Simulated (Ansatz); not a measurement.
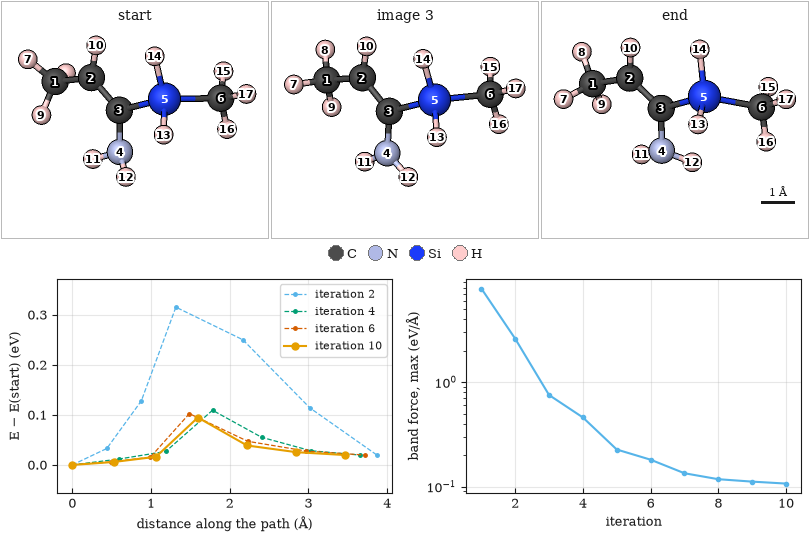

NEB run on C4H11NSi. Images are numbered from 0 (start) to 6 (end). The plot follows the band through its iterations. A ball-and-stick model, seen at a tilt.

Level of theory: RKS PBE/6-31G* in Ansatz. Run with 5 movable images; climbing image; force threshold 0.03 eV/Å; iteration limit 10; starting path through a guess of the saddle point.

How did the profile develop, and is the result final?

The result isn't final. The band hadn't converged when the run stopped after 10 iterations. The largest component of the band force went from 7.9 to 0.11 eV/Å. The barrier read from it is provisional, though the highest image hardly moved in the last two iterations. The iteration limit was low. The first iteration put the highest image at 1.197 eV. The energy climbs by 0.095 eV to image 3 and then falls by 0.075 eV, so the end point sits at +0.020 eV.

The run took 2.5 min on 2 threads of Arm Neoverse V1, with other jobs on the host, peak memory 0.17 GiB.
